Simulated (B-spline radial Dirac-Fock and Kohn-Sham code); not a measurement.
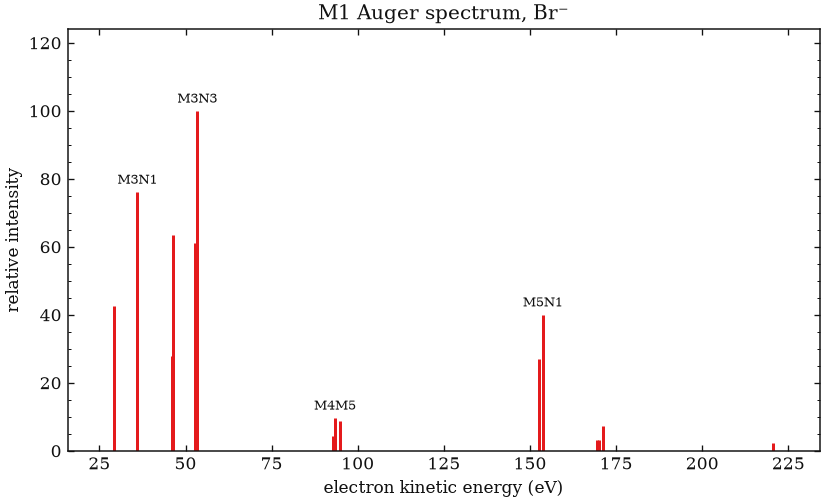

Auger and Coster–Kronig groups that fill an M1 (3s) hole, as sticks. Kinetic energies count from the vacuum level; very weak lines are left out. Species: Br⁻ in the configuration [Kr], inside a Watson sphere of charge +1 and radius 1.666 Å that stands in for a crystal. Method: independent-particle Coulomb rates on relativistic LDA orbitals, configuration-average energies from Dirac–Fock (computed with a radial B-spline solver). Widths ruled by Coster–Kronig decay come out up to twice the measured ones in this model.

Summarise the result.

The strongest group is M1-M3N3 at 53.43 eV (21 % of the non-radiative width), followed by M1-M3N1 at 36.05 eV (16 %), M1-M2N3 at 46.42 eV (13 %), M1-M3N2 at 52.70 eV (13 %). The lines shown span 29.15 eV to 220.6 eV.
